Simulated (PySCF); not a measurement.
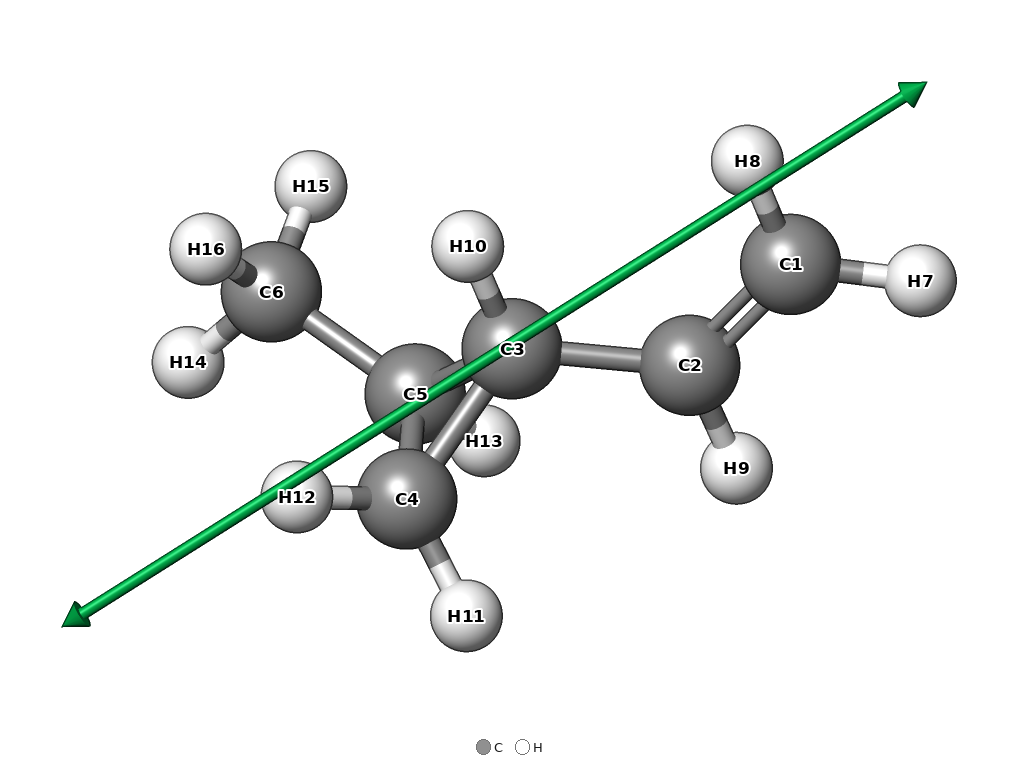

The double arrow shows the direction of the transition dipole to excited singlet state 1 (its length means nothing). The geometry was computed by an optimisation with GFN2-xTB. No frequency run is at hand to confirm it as a minimum. Method: TDDFT PBE0/def2-SVPD, vertical, gas phase, core orbitals frozen in the response (PySCF 2.14.0).

Question. Give its energy, strength and character.

Answer. 6.74 eV (184 nm), oscillator strength 0.33, mainly HOMO → LUMO (weight 0.59); transition dipole 3.57 D.
